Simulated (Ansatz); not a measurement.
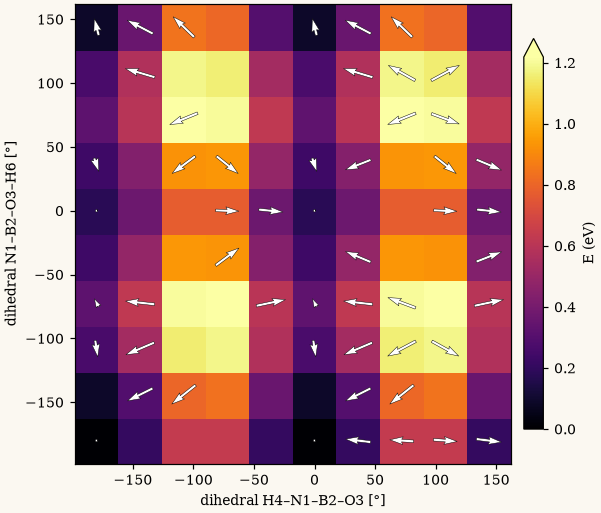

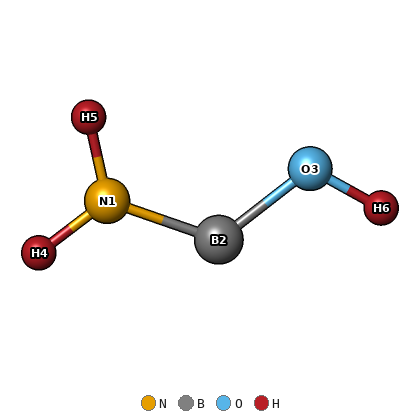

Energy landscape of BH₃NO, SMILES N[B]O, spin multiplicity 2. 
- Coordinates scanned: (1) dihedral H4–N1–B2–O3; (2) dihedral N1–B2–O3–H6.
- Nothing is relaxed (all other coordinates rigid).
- The grid has 10 × 10 points; 52 points were computed and 48 follow by symmetry.
- Points are written as (first, second).
- Energies: eV, counted from the lowest grid point.
- Energies and slopes of some neighbouring points disagree (a jump in structure or state, or too coarse a mesh).
- Computed with UKS wB97X-V/def2-SVP (Ansatz).

Drawn: one coloured cell a grid point, arrows along the force (downhill), their lengths compressed, one colour for all values above the top of the scale. The second picture is the structure at the lowest point.

What does the map say about the system?

Answer. The lowest grid point is at (−180°, −180°). Other grid points that lie below all their neighbours: (0°, −180°) (0.0027 eV higher); (−180°, 0°) (0.18 eV higher); (0°, 0°) (0.18 eV higher). The highest grid point, (−72°, −72°), lies 1.22 eV above the lowest.

Time for the 52 points that were run: 7.2 min on 1 thread of Arm Neoverse V2, on a shared host.
